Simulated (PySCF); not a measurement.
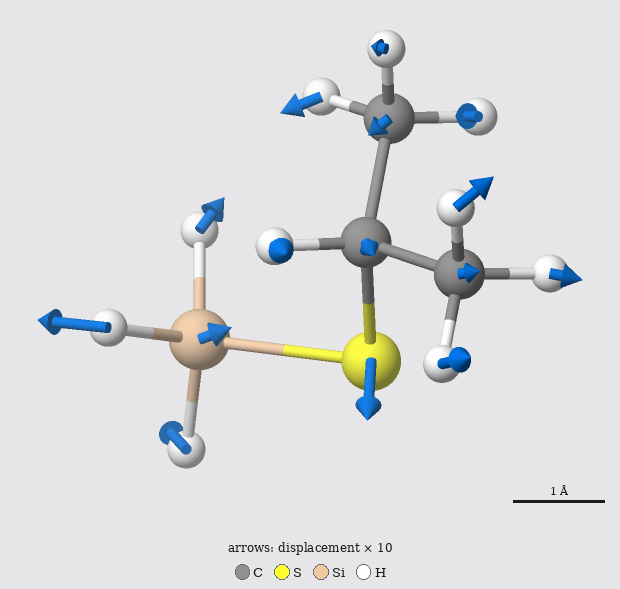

A relaxation of C3H10SSi. The starting structure is drawn; blue arrows show the displacements, 10 times their true length. The two geometries are superimposed by the best rigid fit.

A ball-and-stick model, seen from a free direction.

The start comes from GFN2-xTB.

Method: PBE0-D3(BJ)/def2-SVP geometry optimisation, gas phase (PySCF 2.14.0, density-fitted response routines). 

Question: What did the optimiser do to the structure, and how much energy did it gain?

Answer: The atom that moves furthest after the best rigid fit is an H atom (0.097 Å). By element the largest moves are H 0.097 Å, S 0.092 Å, Si 0.039 Å, C 0.031 Å. Near-neighbour distances that change, for instance: H–Si 1.450 → 1.491 Å, C–H 1.087 → 1.102 Å. Among the angles between lasting bonds that change: H–Si–H 112.2° → 108.9°, S–Si–H 110.3° → 113.5°, S–Si–H 107.1° → 110.2°. Over 3 geometry steps the energy falls by 0.094 eV. The largest force component goes from 0.99 to 0.017 eV/Å. The run took about 70 core-seconds on a shared host.
